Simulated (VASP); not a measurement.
```
RhN
1.0
    2.67302     0.00000     0.00000
    0.00000     2.67302     0.00000
    0.00000     0.00000     2.67302
Rh N
1 1
Cartesian
  0.00000   0.00000   0.00000
  1.33651   1.33651   1.33651
```

Calculation: PBEsol GGA, VASP's PBE PAW potentials (set 64) (plane waves; VASP 6.6.1). Run with 520 eV cut-off, 15×15×15 Γ-centred mesh, tetrahedra with Blöchl corrections, potentials Rh_pv N.

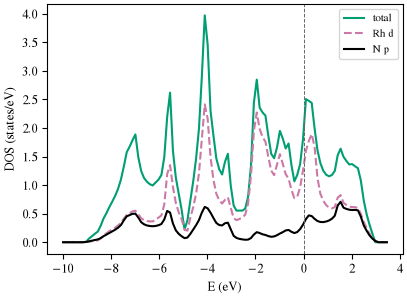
*Total and projected density of states, zero at the Fermi level*

Within 2 eV below the Fermi level the largest weight inside VASP's projection spheres is Rh d.

It has no gap at this level: it comes out as a metal or semimetal.

The structure was generated: RhN was put into the CsCl type type (Pm-3m), which need not be its known phase. It was relaxed first, which changed the volume by -10 %.
